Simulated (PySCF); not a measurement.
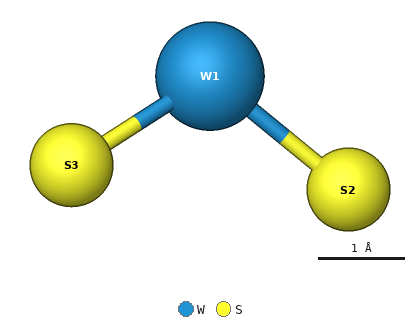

Fig. 1: The input geometry (ball-and-stick view, seen at a tilt; atoms are numbered from 1 in the order of the input). Sticks mark near contacts.

Frequency calculation, with input and output: WS₂

WS₂, computed with UKS-based B3LYP, W def2-SVP with ECP60, S def2-SVP; non-relativistic Hamiltonian with a scalar-relativistic core potential; density fitting (PySCF 2.14.0).

### Output
```
init E= -863.287223052183
  alpha nocc = 23  HOMO = -0.231049760380697  LUMO = -0.137834237112171
  beta  nocc = 23  HOMO = -0.231049761431059  LUMO = -0.137834237112171
  HOMO = -0.231049760381  LUMO = -0.137834237112  gap/eV = 2.53652
cycle= 1 E= -863.287223052174  delta_E= 8.64e-12  |g|= 3.67e-06  |ddm|= 6.5e-06
  alpha nocc = 23  HOMO = -0.231049196035934  LUMO = -0.137833717569159
  beta  nocc = 23  HOMO = -0.231049196934508  LUMO = -0.137833717569159
  HOMO = -0.231049196036  LUMO = -0.137833717569  gap/eV = 2.53652
Extra cycle  E= -863.287223052091  delta_E= 8.32e-11  |g|= 1.14e-05  |ddm|= 1.8e-05
converged SCF energy = -863.287223052091  <S^2> = 0.74762993  2S+1 = 1.9976285
```

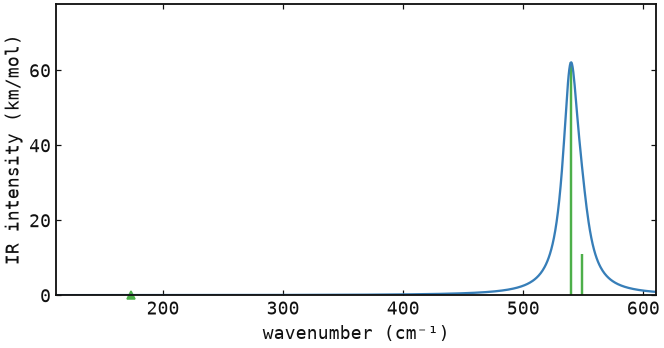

Fig. 2: Harmonic infrared spectrum, unscaled: sticks (degenerate modes added up, dark ones marked on the axis) with a Lorentzian envelope of 16 cm⁻¹ full width, scaled to the tallest stick. 3 modes from 173 to 548 cm⁻¹, none imaginary. The strongest line is at 539 cm⁻¹ (62 km/mol). All modes, in cm⁻¹ (km/mol): 173 (0.0), 539 (62), 548 (11.0).

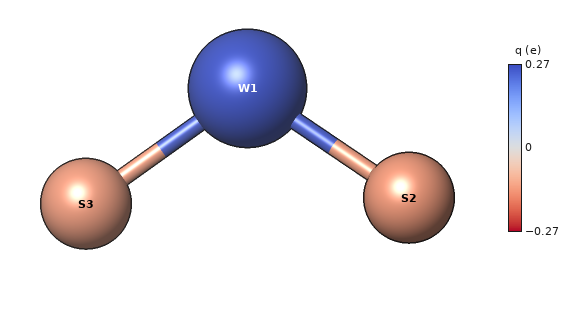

Fig. 3: Mulliken charges, as the colour of each atom (ball-and-stick view, seen at a tilt; atoms are numbered from 1 in the order of the input). By element: W +0.25 and S −0.13 e.

This output came from the following input.

### Input file
```python
from pyscf import gto, scf, dft
mol = gto.M(atom='''
W     -0.000001    -0.000000    -0.313208
S      1.739612     0.000000     0.903115
S     -1.739607    -0.000000     0.903125''',
    basis={'W': 'def2-SVP', 'S': 'def2-SVP'},
    ecp={'W': 'def2-SVP'},
    charge=0, spin=0)
mf = dft.UKS(mol, xc='B3LYP')
mf.grids.atom_grid = (75, 302)
aux = {'W': 'def2-universal-JKFIT', 'S': 'def2-universal-JKFIT'}
mf = mf.density_fit(auxbasis=aux)
mf.conv_tol = 1e-09
mf.diis_space = 10
mf.max_cycle = 60
mf.verbose = 4
mf.kernel()
```

The script is an equivalent of the set-up of the self-consistent field. The run itself was carried out by a driver, which started from the orbitals of the step before it where there was one and computed the further properties.

Command:
```bash
OMP_NUM_THREADS=2 python axn.py task.json out
```

### Results in brief

```tsv
quantity	value
outcome	converged
total energy	−863.287223 hartree
⟨S²⟩	0.748
HOMO	−6.29 eV
LUMO	−3.75 eV
zero-point energy	0.002873 hartree
dipole moment	2.95 D
wavenumbers, lowest and highest	173 and 548 cm⁻¹
hardware	2 threads of Arm Neoverse N1, 90 GiB of memory available, shared host
wall time	49 s (CPU time 85 s)
peak memory	0.78 GiB
```

Checks after the run noted: the SCF density has lower symmetry than the nuclear frame; spin contamination. ⟨S²⟩ is 0.75 against 0.00 for a pure state: the solution is spin-contaminated.
